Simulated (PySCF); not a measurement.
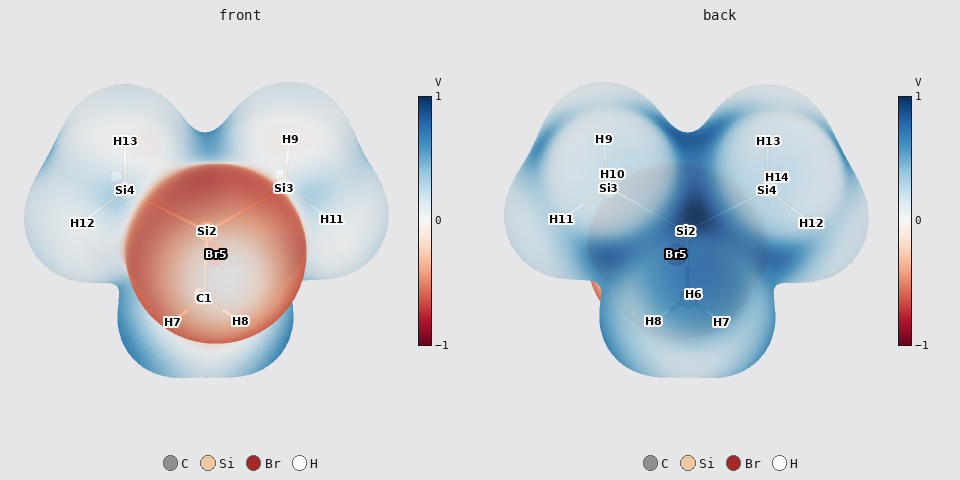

*CH9BrSi3 (SMILES C[Si]([SiH3])([SiH3])Br). The electrostatic potential painted on the density surface at 0.001 e/bohr³, seen from the front and from behind; the colour scale runs from red (negative) to blue (positive).*

Geometry: GFN2-xTB.

Computed with PBE0/def2-SVPD, SCF density, gas phase (PySCF).

The calculation's input:

```
{"job": {"kind": "uv", "xc": "PBE0", "basis": "def2-SVPD", "nstates": 8, "ntriplets": 3}, "charge": 0, "multiplicity": 1}
C      0.174331     1.297567    -1.366543
Si    -0.051238     0.306592     0.252550
Si    -2.064237    -0.877509     0.193397
Si     1.953743    -0.738814     0.838233
Br    -0.355634     1.991275     1.784745
H      0.331362     0.624866    -2.205529
H      1.030723     1.966265    -1.316137
H     -0.698370     1.907116    -1.590130
H     -2.322823    -1.514697     1.484526
H     -1.940941    -1.928411    -0.820218
H     -3.223037    -0.050330    -0.146422
H      3.101667     0.168974     0.868722
H      1.838420    -1.369510     2.153141
H      2.225355    -1.783857    -0.152502
```

Launched as:

```sh
OMP_NUM_THREADS=1 python probes_run.py task.json out
```

> Which sites attract a positive test charge, and which a negative one?

A positive charge is drawn to the negative regions and a negative charge to the positive ones. The most negative region (about −0.6 V) lies over Br5, the most positive (about +0.9 V) over Si2.
